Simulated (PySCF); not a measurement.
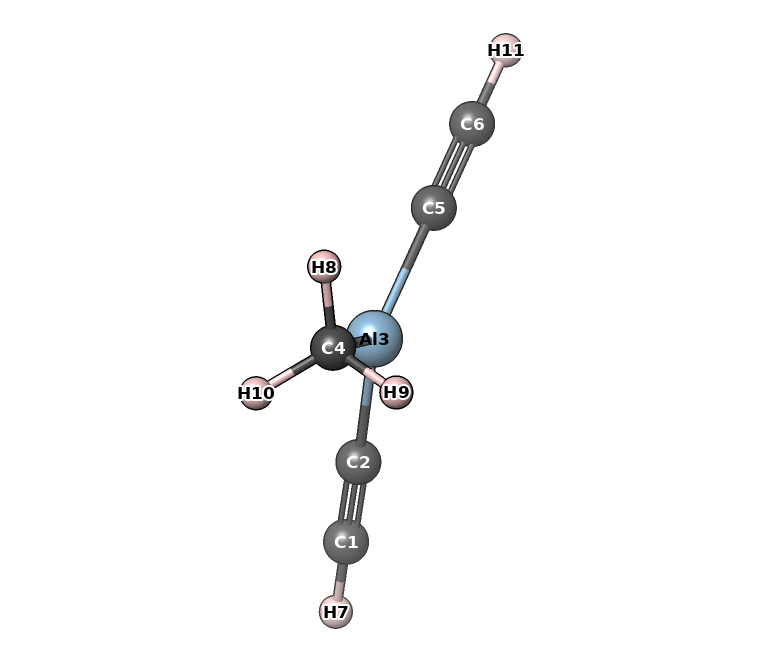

Al3 lies behind C4. The molecule seen a little off the C4–Al3 bond, C4 in front. Atoms fade into the background with distance from the viewer. The geometry was computed by an optimisation with PBE0-D3(BJ)/def2-SVP. No frequency run is at hand to confirm it as a minimum.

**What is the torsion angle H8–C4–Al3–C2? The sign is positive where the front bond must turn clockwise to cover the back bond.**

−164°, antiperiplanar (anti).
